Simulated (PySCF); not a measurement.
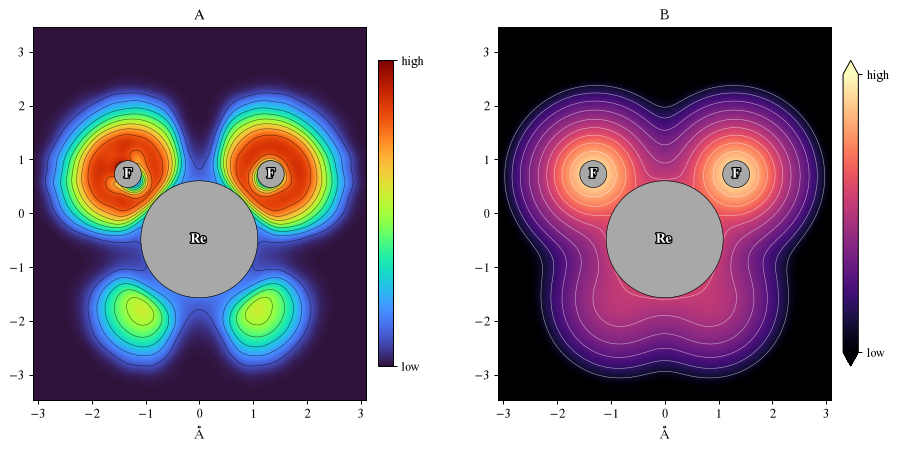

F4Re (charge +1): 2 fields on the plane of atoms F4, Re1 and F5, with unlabelled colour scales. Grey discs cover the atomic cores.

Core potentials replace the inner electrons of Re.

These are results of RKS TPSS, Re def2-SVP with ECP60, F def2-SVP; non-relativistic Hamiltonian with scalar-relativistic core potentials where named; density fitting (PySCF), not measurements.

```
atom    x (Å)    y (Å)    z (Å)
  Re   0.0000   0.0000   0.0000
   F   1.7129   0.0000  -0.5433
   F   0.0000   1.7129   0.5433
   F  -1.7129   0.0000  -0.5433
   F   0.0000  -1.7129   0.5433
```

> Which field does each panel show? The fields are: electron density and electron localisation function.

Panel A: electron localisation function. Panel B: electron density. From the grid: Re–F (1.80 Å): ρ at the midpoint is about 1.3 e/Å³; the ELF peaks at about 0.80 in the valence shell of F, 0.5 Å from its nucleus, and drops to about 0.25 between the two atoms.
